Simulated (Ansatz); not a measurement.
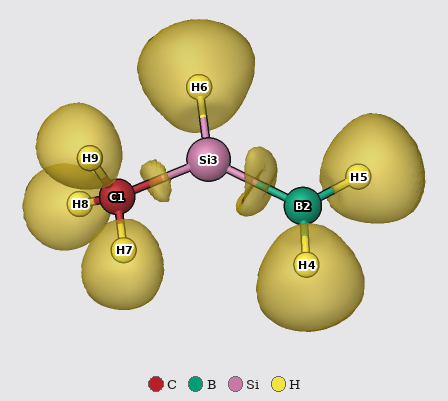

Figure 1: CH6BSi (doublet). Isosurface of the electron localisation function at 0.9 (yellow), seen at an oblique angle. Only the valence region is drawn (cores and ρ < 0.01 e/Å³ removed).

Geometry: r2SCAN-D4/def2-SVP.

Level of theory: isolated molecule in a Gaussian basis; Kohn-Sham density functional theory, functional PBE0 in Ansatz.

Input file:

```
crystal:
  periodic: [false, false, false]
  atoms:
    - {symbol: C, position_ang: [-1.222733, -0.345093, -0.488726]}
    - {symbol: B, position_ang: [-0.453713, 1.426101, 2.295222]}
    - {symbol: Si, position_ang: [-0.774790, 1.241368, 0.405760]}
    - {symbol: H, position_ang: [-0.535939, 0.457476, 3.014301]}
    - {symbol: H, position_ang: [-0.171404, 2.505015, 2.759126]}
    - {symbol: H, position_ang: [-0.695345, 2.384364, -0.556222]}
    - {symbol: H, position_ang: [-1.278263, -1.191520, 0.211883]}
    - {symbol: H, position_ang: [-0.477322, -0.582724, -1.266132]}
    - {symbol: H, position_ang: [-2.196448, -0.248248, -0.997703]}
basis:
  gaussian: {orbitals: def2-TZVPD}
magnetization: {spin_polarized: true, initial_magnetization: 1}
hamiltonian: {xc: {name: PBE0}}
output: {forces: true, orbitals: {seedname: orbitals}}
```

Launched as:

```sh
ansatz run input.yaml --threads 1 --pin off --max-ram 2610MiB --events-out events.jsonl --progress --plain --runs-dir runs
```

### Identify the bonds, lone pairs and shells in this picture.

At this value the surface marks out one region between bonded B–Si atoms (shared pairs), one region between bonded C–Si atoms (shared pairs) and six regions around hydrogen nuclei.

Values along the shortest contacts:
C–Si (1.88 Å): the ELF peaks at about 0.95 between the atoms (a shared electron pair). Si–B (1.93 Å): the ELF peaks at about 0.95 between the atoms, as expected for a covalent bond.
